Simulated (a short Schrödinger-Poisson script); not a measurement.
Structure: MOS inversion layer, Si3N4 on p-type Si(100), at 300 K.

```csv
layer,material,thickness (nm),Na (cm⁻³)
1,Si3N4,1.4,-
2,Si,240,3.3e18
```

Constants are typed, rounded textbook-type inputs, not results; the design itself was drawn at random and stands for no fabricated device. Si3N4: permittivity 7.5, conduction-band edge (eV) 1.95, gap (eV) 5.1, electron mass (mₑ) 0.5. Si: permittivity 11.7, conduction-band edge (eV) 0, gap (eV) 1.124, Nv at 300 K (cm⁻³) 3.1e19.

Channel valleys (confinement mass, in-plane density-of-states mass, number): Δ2 0.916, 0.19, 2; Δ4 0.19, 0.417, 4. At the gate the conduction-band edge of layer 1 lies 2.42 eV − eVg above the Fermi level of the channel; the field vanishes at the back. Gaps are held at their typed values at every temperature. Mesh 0.03 nm at interfaces.

Solved with a short Schrödinger-Poisson script written for these runs: 1D Poisson equation in equilibrium, electrons quantum, Hartree (BenDaniel-Duke, 12 states a valley, the channel's in-plane mass for all, wave functions ending at the dielectric), parabolic valleys, classical holes, full ionisation, no traps, pinning or gate leakage.

Only gate voltages with over 1e8 electrons/cm² are shown.

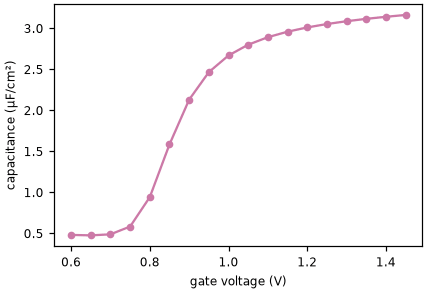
*Quasi-static capacitance against gate voltage*

```tsv
Vg (V)	electrons (cm⁻²)	C (μF/cm²)	Δ2 E0 (meV)	Δ2 E1 (meV)	Δ4 E0 (meV)	Δ4 E1 (meV)
0.6	2.34e8	0.482	254.4	374.8	365.5	557.2
0.65	1.19e9	0.477	212.2	334.8	325.3	520.9
0.7	6.06e9	0.489	170.0	294.6	285.0	484.3
0.75	3.01e10	0.584	128.3	255.1	245.3	448.2
0.8	1.32e11	0.943	89.7	218.4	208.5	414.7
0.85	4.26e11	1.59	58.5	189.3	179.5	388.3
0.9	9.47e11	2.13	36.2	169.2	159.5	370.3
0.95	1.63e12	2.47	20.1	155.3	145.8	358.1
1	2.40e12	2.67	7.5	145.0	135.8	349.3
1.05	3.23e12	2.80	-3.0	136.8	127.8	342.5
1.1	4.11e12	2.89	-12.1	129.9	121.2	336.9
1.15	5.01e12	2.96	-20.3	123.9	115.5	332.1
1.2	5.92e12	3.01	-27.9	118.5	110.4	327.9
1.25	6.86e12	3.05	-35.1	113.5	105.8	324.0
1.3	7.81e12	3.09	-41.9	108.9	101.4	320.5
1.35	8.77e12	3.12	-48.5	104.6	97.4	317.2
1.4	9.74e12	3.14	-54.9	100.5	93.5	314.1
1.45	1.07e13	3.16	-61.1	96.6	89.8	311.2
```

Subbands count from the Fermi level.
